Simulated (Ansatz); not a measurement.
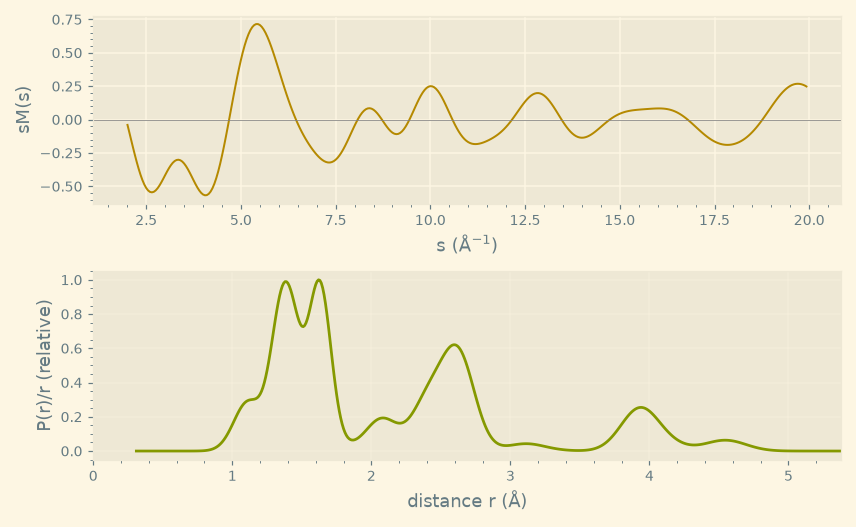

Simulated gas electron diffraction: reduced molecular intensity sM(s) from the Debye equation in the first Born approximation (top) and the radial distribution curve (bottom) of C₂H₄OS. Each pair of atoms contributes with weight ZᵢZⱼ/r; damping constant 0.002 Å²; vibrational amplitudes assumed, not computed: 0.05 Å for bonds, 0.078 Å for bonds to H, 0.06 + 0.015 r up to 0.15 Å for other pairs. The geometry is the end point of an optimisation (RKS PBE/def2-SVP (Ansatz 0.2.0)); it may be a saddle point or a higher isomer.

**Read the positions of the first 7 clear peaks and name the main pairs (– for bonds).**

Peak 1, 1.38 Å: O–C 1.34–1.43 Å (×2), not resolved; in its flanks C–H 1.11–1.12 Å
Peak 2, 1.62 Å: S–C 1.63 Å
Peak 3, 2.08 Å: O···H 2.05–2.11 Å (×4), not resolved
Peak 4, 2.60 Å: C···C 2.38 Å, S···H 2.43 Å, S···O 2.63 Å, not resolved
Peak 5, 3.11 Å: C···H 3.06–3.15 Å (×2), H···H 3.18–3.31 Å (×2), not resolved
Peak 6, 3.94 Å: S···C 3.93 Å, S···H 4.12 Å, not resolved
Peak 7, 4.54 Å: S···H 4.51–4.58 Å (×2), not resolved
